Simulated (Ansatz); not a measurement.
# CH4FInS: the cost of one run

Program: Ansatz 0.2.0. Level of theory: RKS PBE0-D4/def2-SVPD. These are calculated values, not measurements.

## 1. The starting structure

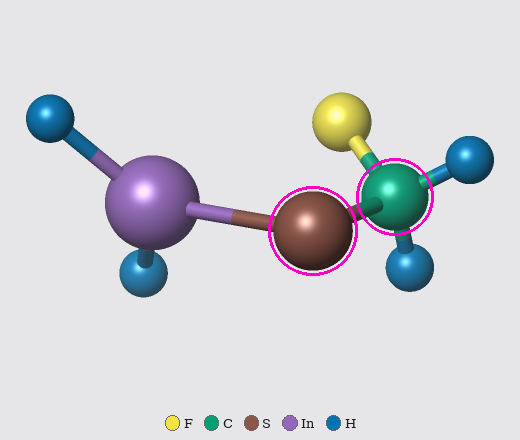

The starting structure, seen from a free direction (fluorine yellow, carbon teal, sulfur brown, indium purple, hydrogen blue). Ringed: C2, S3.

Structure file:

```xyz
8

F    -0.8593    1.0078    0.4139
C     0.5185    1.2126    0.3794
S     1.4007   -0.3461    0.6885
In   -0.4436   -1.5332   -0.4054
H     0.7510    1.6110   -0.6112
H     0.7642    1.9253    1.1686
H    -0.8817   -1.0327   -1.9903
H    -1.2498   -2.8448    0.3564
```

## 2. Relaxing end A

File input.yaml:

```yaml
crystal:
  periodic: [false, false, false]
  atoms:
    - { symbol: F, position_ang: [-0.85928, 1.00783, 0.41394] }
    - { symbol: C, position_ang: [0.51848, 1.21264, 0.37944] }
    - { symbol: S, position_ang: [1.40067, -0.34613, 0.68855] }
    - { symbol: In, position_ang: [-0.44361, -1.5332, -0.40545] }
    - { symbol: H, position_ang: [0.75101, 1.61104, -0.61123] }
    - { symbol: H, position_ang: [0.76422, 1.92533, 1.16861] }
    - { symbol: H, position_ang: [-0.8817, -1.03271, -1.99029] }
    - { symbol: H, position_ang: [-1.24979, -2.84479, 0.35643] }
basis:
  gaussian: { orbitals: def2-SVPD }
hamiltonian:
  xc: pbe0
  dispersion: d4
relax:
  f_tol: 0.015
  max_steps: 40
```

Run with:

```sh
ansatz run input.yaml --threads 2 --pin off --max-ram 3072MiB --backend cpu --events-out ev --progress --plain --runs-dir out
```

**Question.** How long does this run take on 2 threads of Intel Xeon 6975P-C (Granite Rapids), shared host, and how much memory does it need?

About 38 s, with a peak of 0.4 GiB.
